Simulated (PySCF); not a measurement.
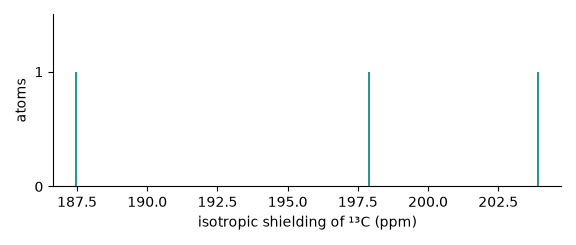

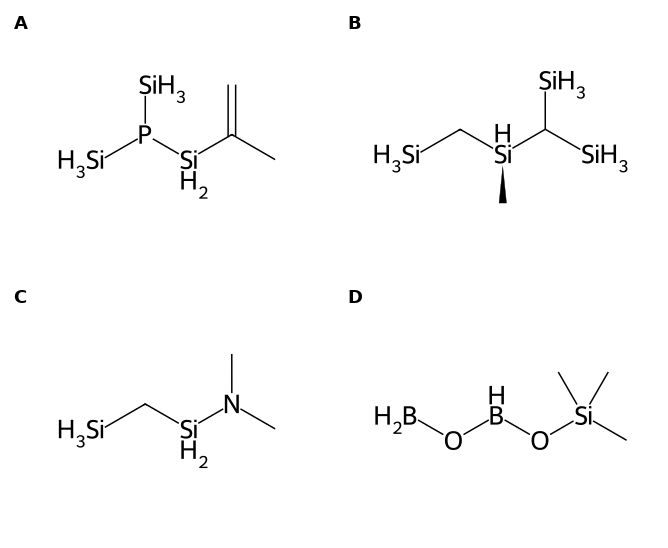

The sticks are computed shieldings of one of the molecules, for one fixed geometry (PBE0-D3(BJ)/def2-SVP) without averaging over rotations. Low shielding means a high chemical shift. Method: GIAO PBE0/pcSseg-1 NMR shielding, non-relativistic, IEF-PCM water (PySCF 2.14.0).

Question: Which molecule gives this pattern?

Answer: B, `C[Si@@H](C[SiH3])C([SiH3])[SiH3]`. Its 3 C atoms give lines at 187.5, 197.9, 203.9 ppm.
